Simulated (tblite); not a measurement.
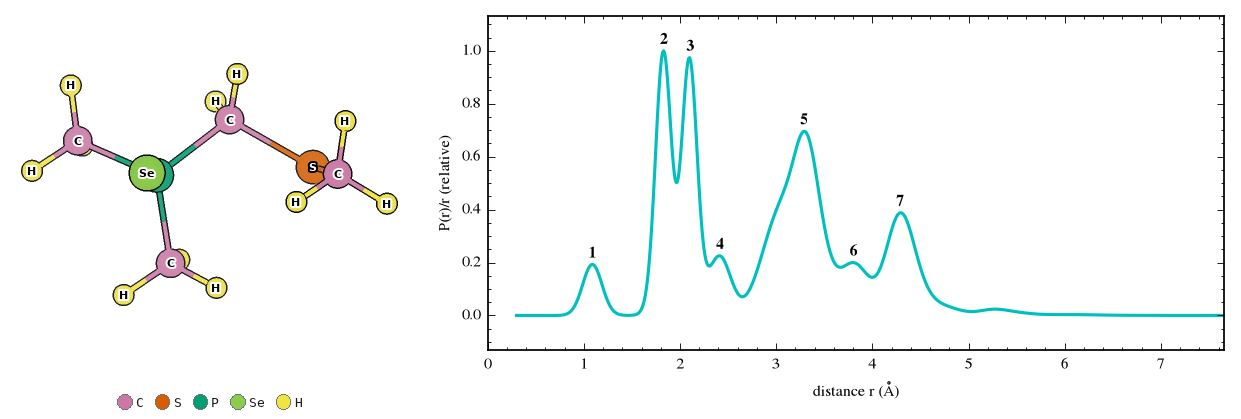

Simulated gas electron diffraction: radial distribution curve of C4H11PSSe. Each pair of atoms contributes with weight ZᵢZⱼ/r; damping constant 0.002 Å²; vibrational amplitudes assumed, not computed: 0.05 Å for bonds, 0.078 Å for bonds to H, 0.06 + 0.015 r up to 0.15 Å for other pairs. The geometry is the end point of an optimisation (GFN2-xTB geometry optimisation, gas phase in tblite 0.8.0); it may be a saddle point or a higher isomer. SMILES: CSCP(C)(C)=[Se].

Question: Assign the numbered peaks of the radial distribution curve (– bonded, ··· not bonded).

Answer: Peak 1, 1.09 Å: C–H 1.08–1.09 Å (×11)
Peak 2, 1.83 Å: S–C 1.81–1.82 Å (×2), P–C 1.83–1.86 Å (×3)
Peak 3, 2.10 Å: Se–P 2.10 Å
Peak 4, 2.41 Å: S···H 2.36–2.41 Å (×5), P···H 2.40–2.45 Å (×8), not resolved
Peak 5, 3.29 Å: S···P 3.07 Å, Se···C 3.27–3.33 Å (×3), Se···H 3.29–3.50 Å (×5), not resolved; in its flanks C···C 2.77–2.93 Å
Peak 6, 3.80 Å: C···H 3.72–3.87 Å (×7), Se···C 3.78 Å, C···C 3.92 Å, Se···H 3.94 Å, not resolved
Peak 7, 4.29 Å: Se···H 4.21–4.26 Å (×3), Se···S 4.29 Å, S···C 4.46 Å, not resolved
